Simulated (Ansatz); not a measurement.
# Resistivity from frozen vibrations: Pt(111) with 4 thermally displaced layers, 2x2

How much do lattice vibrations at 800 K scatter the electrons of Pt? Layers with random displacements are laid between perfect leads, and the resistance is followed against their length.

Calculated with Ansatz 0.2.0; Ansatz plane-wave DFT, PBE, PAW files; ballistic transport by layer matching (Landauer), zero bias; PAW set soft_1.

## (1) The starting structure

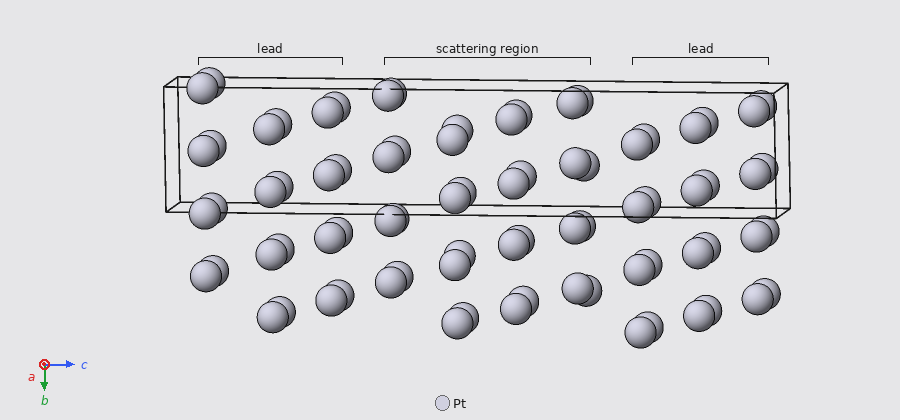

Start, viewed from the side, with the c axis across the page; platinum light grey. 1×2×1 cells are drawn.

The cell holds 40 atoms: 40 Pt. Cell: a = 5.546 Å, b = 5.546 Å, c = 22.699 Å, α = 93.5°, β = 86.5°, γ = 120.0°. It derives from Pt. Regions: lead, 24 atoms (24 Pt); scattering region, 16 atoms (16 Pt). The structure is stacked along c, and the current runs across the ab planes.

## (2) With 4 displaced layers

Each atom of 4 layers is moved at random, by amounts drawn from a normal law 0.1019 Å wide in each direction from the Debye model (240 K) at 800 K. The layers about the cell's end stay perfect and serve as the lead. Disorder leaves little or no symmetry, which makes such runs dear. Energies from -0.05 to 0.05 eV in steps of 0.05 eV are too few for the program's thermal sum, so it prints no conductance; for a metal the transmission near the Fermi level serves, at a fraction of the cost.

input.yaml

```yaml
crystal:
  lattice:
    - [5.5462627489, 0.0, 0.0]
    - [-2.7731313745, 4.8032044366, 0.0]
    - [1.3865656872, -0.8005340728, 22.6425228571]
  atoms:
    - { symbol: Pt, position: [0.9916666667, 0.0083333333, 0.05] }
    - { symbol: Pt, position: [0.9916666667, 0.5083333333, 0.05] }
    - { symbol: Pt, position: [0.4916666667, 0.0083333333, 0.05] }
    - { symbol: Pt, position: [0.4916666667, 0.5083333333, 0.05] }
    - { symbol: Pt, position: [0.1416666667, 0.3583333333, 0.15] }
    - { symbol: Pt, position: [0.1416666667, 0.8583333333, 0.15] }
    - { symbol: Pt, position: [0.6416666667, 0.3583333333, 0.15] }
    - { symbol: Pt, position: [0.6416666667, 0.8583333333, 0.15] }
    - { symbol: Pt, position: [0.2916666667, 0.2083333333, 0.25] }
    - { symbol: Pt, position: [0.2916666667, 0.7083333333, 0.25] }
    - { symbol: Pt, position: [0.7916666667, 0.2083333333, 0.25] }
    - { symbol: Pt, position: [0.7916666667, 0.7083333333, 0.25] }
    - { symbol: Pt, position: [0.9420950734, 0.0560107642, 0.3528825458] }
    - { symbol: Pt, position: [0.9376400774, 0.5472387879, 0.3516275413] }
    - { symbol: Pt, position: [0.4762035042, 0.0779005241, 0.3468324839] }
    - { symbol: Pt, position: [0.411770893, 0.5451397326, 0.3501860085] }
    - { symbol: Pt, position: [0.0475570676, 0.4027563822, 0.444392148] }
    - { symbol: Pt, position: [0.0726743006, 0.896547999, 0.4485763313] }
    - { symbol: Pt, position: [0.6103869094, 0.4303569003, 0.4494214648] }
    - { symbol: Pt, position: [0.6094550898, 0.894482962, 0.4515821487] }
    - { symbol: Pt, position: [0.2598233051, 0.2597703319, 0.5466535058] }
    - { symbol: Pt, position: [0.2197085232, 0.748786516, 0.5509910995] }
    - { symbol: Pt, position: [0.7210149597, 0.2537756124, 0.5492833274] }
    - { symbol: Pt, position: [0.753615578, 0.7631545475, 0.5515995345] }
    - { symbol: Pt, position: [0.877689204, 0.1061713116, 0.6535286779] }
    - { symbol: Pt, position: [0.9046157919, 0.5827542489, 0.6568141792] }
    - { symbol: Pt, position: [0.424488026, 0.1251095403, 0.6511903162] }
    - { symbol: Pt, position: [0.3998958255, 0.6407400557, 0.6588231334] }
    - { symbol: Pt, position: [0.0416666667, 0.4583333333, 0.75] }
    - { symbol: Pt, position: [0.0416666667, 0.9583333333, 0.75] }
    - { symbol: Pt, position: [0.5416666667, 0.4583333333, 0.75] }
    - { symbol: Pt, position: [0.5416666667, 0.9583333333, 0.75] }
    - { symbol: Pt, position: [0.1916666667, 0.3083333333, 0.85] }
    - { symbol: Pt, position: [0.1916666667, 0.8083333333, 0.85] }
    - { symbol: Pt, position: [0.6916666667, 0.3083333333, 0.85] }
    - { symbol: Pt, position: [0.6916666667, 0.8083333333, 0.85] }
    - { symbol: Pt, position: [0.8416666667, 0.1583333333, 0.95] }
    - { symbol: Pt, position: [0.8416666667, 0.6583333333, 0.95] }
    - { symbol: Pt, position: [0.3416666667, 0.1583333333, 0.95] }
    - { symbol: Pt, position: [0.3416666667, 0.6583333333, 0.95] }
kpoints:
  mp_grid: { grid: [5, 5, 1] }
hamiltonian:
  xc: pbe
  pseudopotentials: { kind: paw, azcp: { folder: soft_1 } }
scf:
  occupations: { method: fermi_dirac, width: 0.1 }
output:
  transmission:
    leads: [[0, 4]]
    kmesh: [10, 10]
    e_range: [-0.05, 0.05]
    de: 0.05
  write_potential: true
  write_density: true
  volumetric_format: npy
  elf: true
```

Launch:

```sh
ansatz run input.yaml --threads 4 --pin off --max-ram 15360MiB --backend cpu --events-out ev --progress --plain --runs-dir out
```

Numbers of over 12 decimals in the logs are rounded to 6 here.

The log of the run:

```text
Engine: ansatz 0.2.0, aarch64-unknown-linux-gnu
Pseudopotentials: kind: paw
Pseudopotential: Pt, paw, valence charge 18, recommended cutoff 420 eV (normal), soft_1/Pt.paw.azcp
Functional definition: PBE
  parameter kappa = 0.804
  parameter beta = 0.066725
  exchange = pbe_x(kappa = kappa, mu = beta*pi^2/3)
  correlation = pbe_c(beta = beta)
Crystal: 40 atoms, lattice volume = 603.193 Å³
Basis set: ecut = 420 eV, 11827 PW (Γ)
Bands: 432, of which v1, the nominal top of the filled ones, is band 360 counted from 1 (359 counted from 0)
Symmetry: 1 space group operations
Space group: P1 (ITA 1), of the structure as read, at distance tolerance 8.4e-5 Å
k-points: 13 of 25 (time reversal used)
Non-local potential: Pt, projectors of the file, l = 0: 3, l = 1: 2, l = 2: 2, l = 3: 1
PAW form: soft (Blöchl's): semilocal exchange-correlation on the pseudo side does not see the compensation charge
PAW one-centre angular grid: Pt, 590 points (default); XC on 64 Gauss nodes
Initial density: superposition of atomic densities (chi_scale 0.1, normalization cell)
Initial wavefunctions: pseudopotential atomic-orbital guess
Functional: x = pbe(κ = 0.804, μ = 0.219515), c = pbe(β = 0.066725)
SCF iter   1: F=—  HF=-500998.055379 eV  |F-HF|=—  |Δ(HF+E_count)|=         —  Δρ=8.55e-2  dr2=4.28e1  ethr=3.10e-3  ⟨swp⟩=4.5  Hψ=16561  notcnv=0  defer=260
preconditioner: auto → Kerker (q_TF=auto, 2.810 Å⁻¹)  [metal: Δε(μ)=0.004 eV  Ē_g=8.557 eV  σ=0.100 eV  W_gap=0.01  n_scr=246 (ndim 8)  ℏωp=30.2 eV  f_vac=0.000  D(μ)=68.54/eV (n_scr^D=906)]
SCF iter   2: F=—  HF=-500988.318902 eV  |F-HF|=—  |Δ(HF+E_count)|=    9.74e0  Δρ=4.53e-2  dr2=1.18e1  ethr=3.10e-3  ⟨swp⟩=3.0  Hψ=9450  notcnv=0  defer=488
SCF iter   3: F=—  HF=-500985.045566 eV  |F-HF|=—  |Δ(HF+E_count)|=    3.27e0  Δρ=6.48e-3  dr2=1.46e-1  ethr=1.63e-3  ⟨swp⟩=2.1  Hψ=8090  notcnv=0  defer=488
SCF iter   4: F=—  HF=-500985.060788 eV  |F-HF|=—  |Δ(HF+E_count)|=   1.52e-2  Δρ=1.08e-3  dr2=1.16e-2  ethr=2.02e-5  ⟨swp⟩=2.2  Hψ=7445  notcnv=0  defer=484
SCF iter   5: F=—  HF=-500985.061061 eV  |F-HF|=—  |Δ(HF+E_count)|=   2.73e-4  Δρ=3.73e-4  dr2=1.38e-3  ethr=1.61e-6  ⟨swp⟩=2.4  Hψ=7769  notcnv=0  defer=484
SCF iter   6: F=—  HF=-500985.060975 eV  |F-HF|=—  |Δ(HF+E_count)|=   8.64e-5  Δρ=6.57e-5  dr2=4.13e-5  ethr=1.92e-7  ⟨swp⟩=3.0  Hψ=9704  notcnv=0  defer=484
SCF iter   7: F=—  HF=-500985.059875 eV  |F-HF|=—  |Δ(HF+E_count)|=   1.10e-3  Δρ=1.74e-5  dr2=1.26e-5  ethr=5.73e-9  ⟨swp⟩=1.0  Hψ=5112  notcnv=0  defer=484
SCF iter   8: F=—  HF=-500985.059875 eV  |F-HF|=—  |Δ(HF+E_count)|=   2.15e-8  Δρ=4.63e-6  dr2=4.91e-7  ethr=1.76e-9  ⟨swp⟩=1.0  Hψ=5112  notcnv=0  defer=484
SCF iter   9: F=-500985.059875 eV  HF=-500985.059875 eV  |F-HF|=1.85e-8  |Δ(HF+E_count)|=   2.68e-8  Δρ=1.25e-6  dr2=2.32e-8  ethr=1.39e-11  ⟨swp⟩=8.0  Hψ=17799  notcnv=0
SCF 1 converged in 9 iterations: F = -500985.059875 eV  dr2 = 2.32e-8
  greatest PAW one-centre occupation: 1.000 electrons in one spin orbital (limit 2), on the Pt atom at site 16 (counted from 0), in its partial waves of l = 0
transmission: 220 of 2184 steps passed
transmission: 440 of 2184 steps passed
[...]
transmission: 2184 of 2184 steps passed
SCF converged after 9 iterations
Free energy (F): -500985.059875 eV
Harris-Foulkes:  -500985.059875 eV  (|F-HF|=1.85e-8)
Internal energy: -500982.831366 eV  (E = F + TS)
E sigma→0 (E₀):  -500983.945620 eV
Entropy (-TS):   -2.228509 eV (-55.713 meV/atom)
Fermi energy:    23.448265 eV
--- Per-component energies (eV) ---
  E_band       = -5147.042933
  E_kinetic    = 23915.568070
  E_local      = -57680.922431  (includes V_loc(G=0)·N_el)
  E_nonlocal   = 8159.196572
  E_hartree    = 22021.672406
  E_xc         = -9308.743661
  E_vxc        = -10876.892909  (∫ρ·V_xc dr)
  E_paw        = -379359.393112  (= ΣΔE_a)
  E_vpaw       = -12707.397685  (= ΣTr[D̂ρ^β])
  E_aug_tail   = 0.044708  (compensation charges beyond the density's cutoff)
  E_ewald      = -108730.253919
  E_smearing   = -2.228509  (= −TS)
  E_closure    = 0.000000  (closes the sum)
  Σ components = -500985.059875   (vs F -500985.059875, Δ=0.00e0)
--- Band table (eV; the first three rows and the last of 13) ---
  k-point 0: bands = [... 356 lower, 23.6124, 23.6267, 23.6447, 23.6522, 23.6641, 23.6838, 23.7089, 23.7316, ... 68 higher]
  k-point 1: bands = [... 356 lower, 23.4110, 23.4209, 23.4510, 23.4770, 23.4883, 23.5033, 23.5611, 23.6459, ... 68 higher]
  k-point 2: bands = [... 356 lower, 23.3634, 23.4122, 23.4303, 23.4675, 23.5131, 23.5375, 23.5526, 23.5678, ... 68 higher]
  k-point 12: bands = [... 356 lower, 23.3080, 23.3739, 23.4331, 23.4588, 23.4866, 23.5067, 23.5278, 23.5422, ... 68 higher]
--- Transmission ---
  basis      : 241 plane waves across, 42 finite elements along
  points     : 52, standing for a mesh of 10 x 10
  energies   : 3 from -0.050000 to 0.050000 eV about the Fermi level, 0.050000 eV apart; the leads are filled to 0.000000 eV, and channels, transmission and decay are at 0.000000 eV
  crystal 0  : Pt4, at the sites [0, 4], period 2.2643 Å, over 13.59 Å; its Hamiltonian steps by up to 19.5 meV
    offset         : up to 0.0000 Å between an atom of the period and one for which it stands
    channels       : 6.890000e0 a spin
    conductance    : none, the energies end too early or step too widely for 300 K: set another output.transmission.e_range or a lower de, or, where they end at an eighth of basis.ecutwfc, a higher one
  junction   : crystal 0 to crystal 0, 0.70 to 21.08 Å
    transmission   : 4.720542e0 a spin
    conductance    : none, the energies end too early or step too widely for 300 K: set another output.transmission.e_range or a lower de, or, where they end at an eighth of basis.ecutwfc, a higher one
```

Run time: 7.3 min. Hardware: 4 threads of Arm Neoverse V2, shared host; peak memory 5.6 GiB; 28 min of CPU time.

This step gave:

* free energy: -500985.0599 eV
* energy at zero smearing: -500983.9456 eV
* Fermi energy: 23.45 eV
* cell area: 26.64 Å²
* transmission per spin nearest the Fermi level: 4.721
* open channels per spin nearest the Fermi level: 6.89
* step of the lead's potential: 19.5 meV

Per spin. Table of transmission, zone mean by energy, zero at the Fermi level:

```csv
energy (eV),"transmission, zone mean"
-0.0500,4.96
0.0000,4.72
0.0500,4.55
```

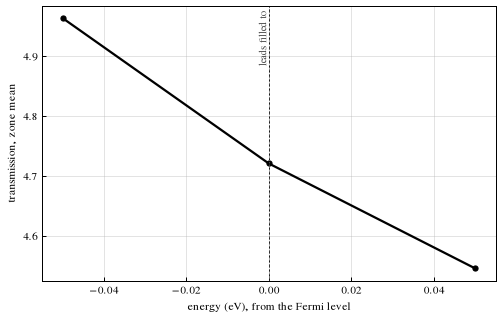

Transmission, zone mean, plotted against energy.

Per spin. The open channels, zone mean, lead by energy, zero at the Fermi level:

```csv
energy (eV),"open channels, zone mean, lead"
-0.0500,7.16
0.0000,6.89
0.0500,6.21
```

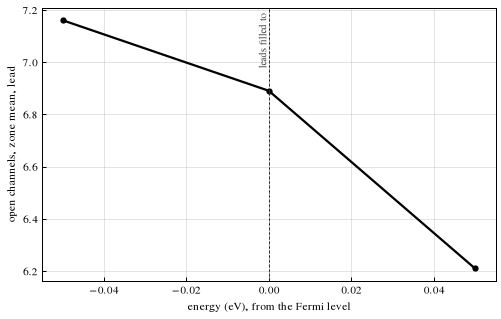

Open channels, zone mean, lead against energy.

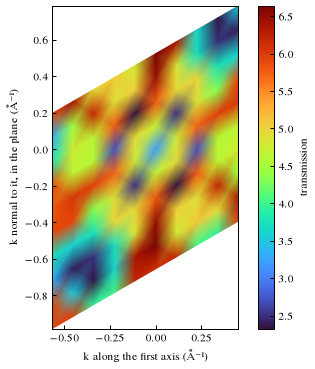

Transmission over k1 and k2. At 0.0000 eV from the Fermi level.

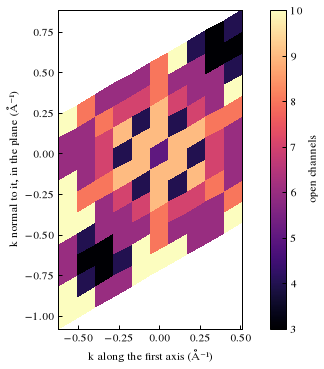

Open channels over k1 and k2. At 0.0000 eV from the Fermi level.

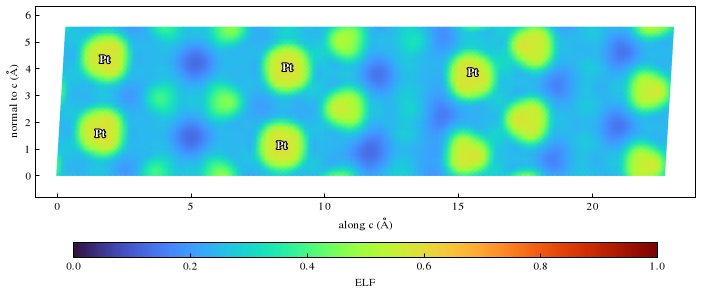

ELF in the ca plane at fractional y = 0.545, with atoms of Pt within 0.2 Å of it. It is the smooth field of the valence electrons, not physical close to the nuclei. The map starts off the cell's origin, so that atoms lie inside it.

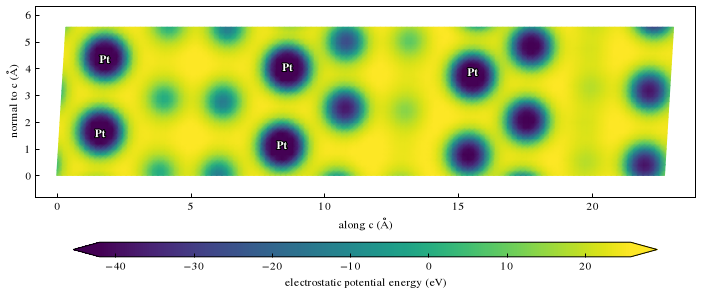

Electrostatic potential energy in the ca plane at fractional y = 0.545, with atoms of Pt within 0.2 Å of it. With pseudopotentials it is smooth inside the atoms' cores, unlike the true potential. The map starts off the cell's origin, so that atoms lie inside it.

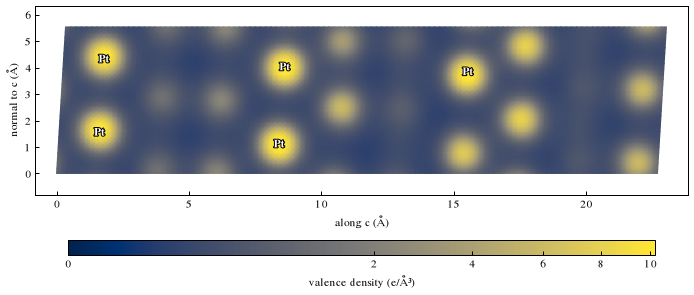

Valence density in the ca plane at fractional y = 0.545, with atoms of Pt within 0.2 Å of it. It is the smooth field of the valence electrons, not physical close to the nuclei. The map starts off the cell's origin, so that atoms lie inside it. The colour scale is stretched toward low values.

Over the solved energies the transmission per spin lies between 4.55 and 4.96, out of 6.75 channels of the lead on average (up to 7.16).

(Continued in part 2 of 2.)

[Logs are printed without paths, hosts, clocks, repeated set-up lines and the standing remarks that a program may print on its own settings, such as how far it seeks lower states.]

[Hosts, paths, dates, database ids (printed as entryN), source tags and the programs' standing remarks are cut or masked in the printed files.]
